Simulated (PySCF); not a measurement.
C₄H₅N₂Si (SMILES [N]=CC1=CC=N[SiH2]1) (doublet)

```json
{"atom": "N", "x (Å)": "-2.8734", "y (Å)": "0.5288", "z (Å)": "-0.0304"}
{"atom": "C", "x (Å)": "-1.9917", "y (Å)": "-0.3219", "z (Å)": "-0.0790"}
{"atom": "C", "x (Å)": "-0.5480", "y (Å)": "-0.1327", "z (Å)": "-0.0277"}
{"atom": "C", "x (Å)": "0.3569", "y (Å)": "-1.1277", "z (Å)": "-0.0831"}
{"atom": "C", "x (Å)": "1.7241", "y (Å)": "-0.6332", "z (Å)": "-0.0080"}
{"atom": "N", "x (Å)": "1.9403", "y (Å)": "0.6179", "z (Å)": "0.0982"}
{"atom": "Si", "x (Å)": "0.4295", "y (Å)": "1.5042", "z (Å)": "0.1283"}
{"atom": "H", "x (Å)": "-2.2669", "y (Å)": "-1.3873", "z (Å)": "-0.1724"}
{"atom": "H", "x (Å)": "0.1490", "y (Å)": "-2.1841", "z (Å)": "-0.1728"}
{"atom": "H", "x (Å)": "2.5621", "y (Å)": "-1.3216", "z (Å)": "-0.0410"}
{"atom": "H", "x (Å)": "0.2932", "y (Å)": "2.3267", "z (Å)": "-1.0612"}
{"atom": "H", "x (Å)": "0.2262", "y (Å)": "2.1303", "z (Å)": "1.4231"}
```

Geometry: GFN2-xTB.

Computed with PySCF, UKS B3LYP, pcH-1 on C H N Si, non-relativistic, mean-field spin-orbit, GIAO.

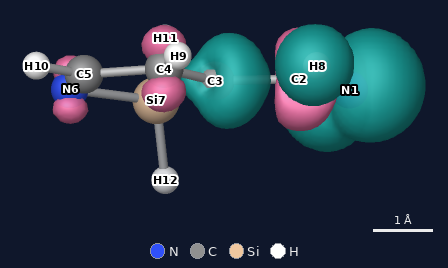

Figure 1. Isosurfaces of the spin density (α minus β) at +0.02 (teal) and −0.02 e/Å³ (pink), seen from one side.

> Which atoms carry the spin?

The unpaired spin (1 electron) lies mostly on N1 (about 0.8), H8 (about 0.1) and C3 (about 0.1), in electrons by Hirshfeld's partition.

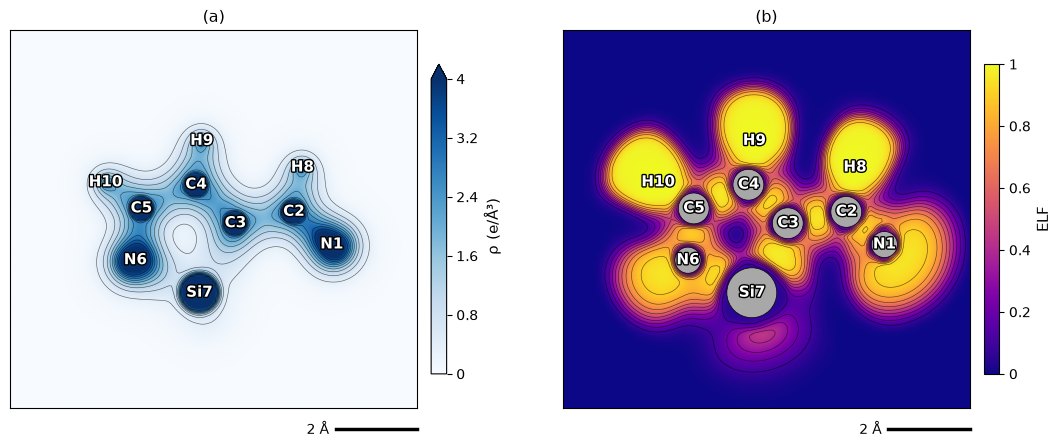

Figure 2. (a) electron density; (b) electron localisation function on the plane of atoms N1, C2 and H8. Grey discs cover the atomic cores in the ELF map.

> What does the map show?

- The section cuts through N, C, Si and H sites.
- C–N (1.23 Å): ρ is about 3.1 e/Å³ halfway; the ELF peaks at about 0.90 between the atoms; a multiple bond.
- C–C (1.35 Å): the density is about 2.3 e/Å³ at the midpoint; the ELF peaks at about 0.95 between the atoms, as expected for localised, covalent bonding.
- Si–N (1.75 Å): ρ at the midpoint is about 1.1 e/Å³; the ELF peaks at about 0.90 between the atoms: a shared but strongly polarised pair.
- C–Si (1.91 Å): ρ is about 0.9 e/Å³ halfway; the ELF peaks at about 0.95 between the atoms (localised, covalent bonding).
- C–H (1.08 Å): ρ at the midpoint is about 2.1 e/Å³; the ELF climbs to about 1 towards the hydrogen, as it does in any bond to H (an ordinary covalent bond to hydrogen).
- The ELF also peaks beside N6 and N1, away from the bonds: non-bonding electrons, paired or unpaired.

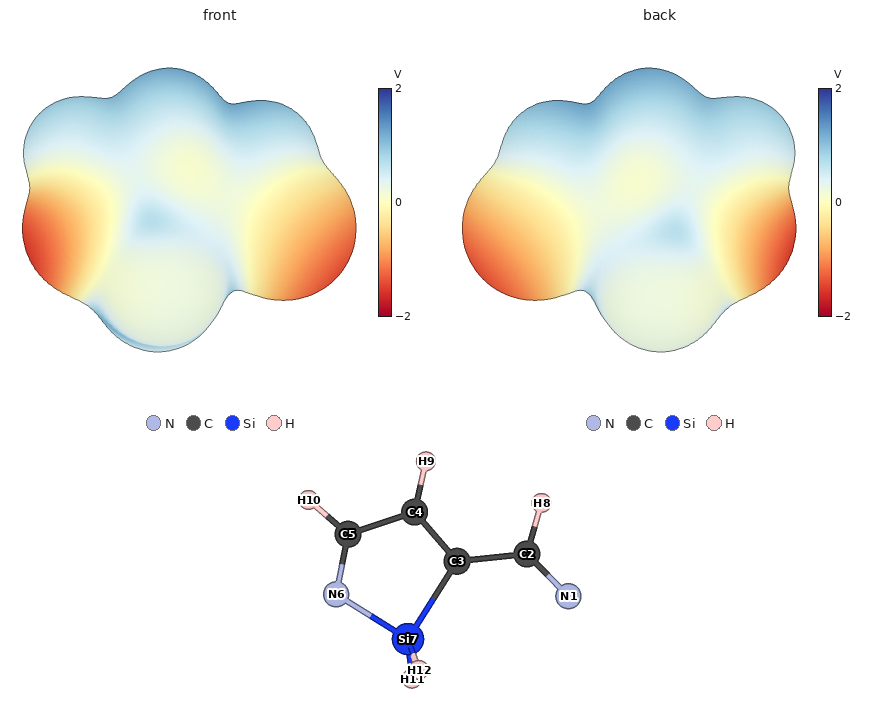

Figure 3. The molecular electrostatic potential painted on the density surface at 0.001 e/bohr³, seen from the front and from behind; red is negative and blue positive. The bare structure is drawn below in the same view.

> Where is the surface potential most negative and most positive?

The most negative region (about −1.5 V) lies over N6, the most positive (about +1.2 V) over H8 and H9. N6 is the likeliest acceptor of a hydrogen bond.
